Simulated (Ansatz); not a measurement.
Band structure of Ca (Fm-3m, 1 atom in the cell).

```
Ca
1.0
    0.00000     2.85282     2.85282
    2.85282     0.00000     2.85282
    2.85282     2.85282     0.00000
Ca
1
Direct
  0.00000   0.00000   0.00000
```

Level of theory: PBE (plane waves, PAW; Ansatz, a program for electronic structure).

Settings: basis.ecutwfc = 420 eV; kpoints.mp_grid.grid = 10 10 10; hamiltonian.xc = pbe; hamiltonian.pseudopotentials = {kind: paw} (the program's default PAW files); scf.occupations.method = gaussian; scf.occupations.width = 0.272 eV; kpoints.band_path.npoints = 8.

The starting cell comes from a database of computed structures (which also holds hypothetical and non-ambient phases and stackings), without a prior relaxation at this level. Its lattice was rescaled by a random factor within 2.5 % of one.

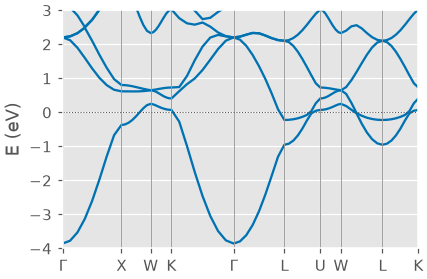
*Bands along the path, energies from the Fermi level.*

Levels in eV from the Fermi level, bands 2 to 8:
```tsv
point	2	3	4	5	6	7	8
Γ	-23.17	-23.17	-23.17	-3.85	2.20	2.20	2.20
X	-23.27	-23.21	-23.21	-0.37	0.62	0.80	3.76
W	-23.24	-23.24	-23.21	0.25	0.65	0.65	2.33
K	-23.25	-23.23	-23.20	0.07	0.41	0.73	3.03
L	-23.27	-23.19	-23.19	-0.95	-0.22	2.10	2.10
U	-23.25	-23.23	-23.20	0.07	0.41	0.73	3.03
```

Bands cross the Fermi level along this path, so the cell is metallic at this level.

Keys are those of Ansatz 0.2.
